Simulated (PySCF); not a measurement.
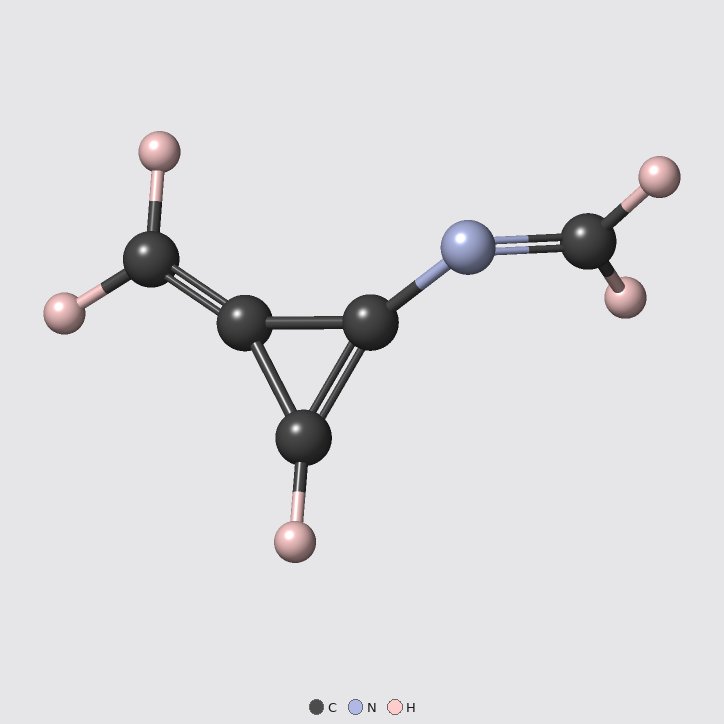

(Drawn from a calculation with PySCF.)

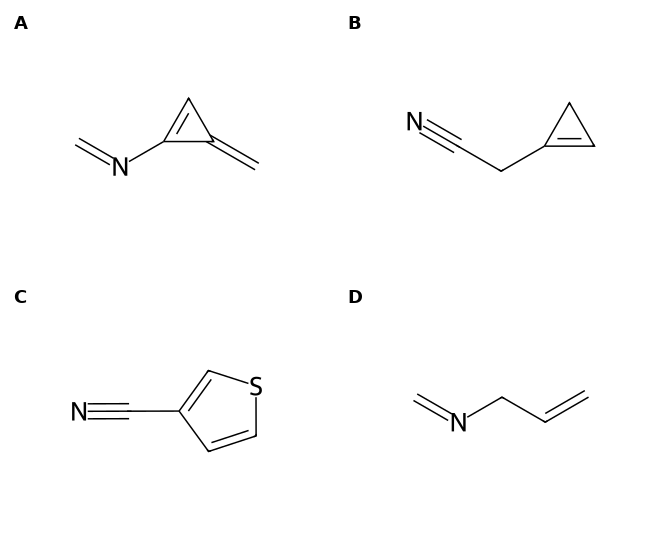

### Which structural formula matches the 3D model?

A, `C=NC1=CC1=C`.
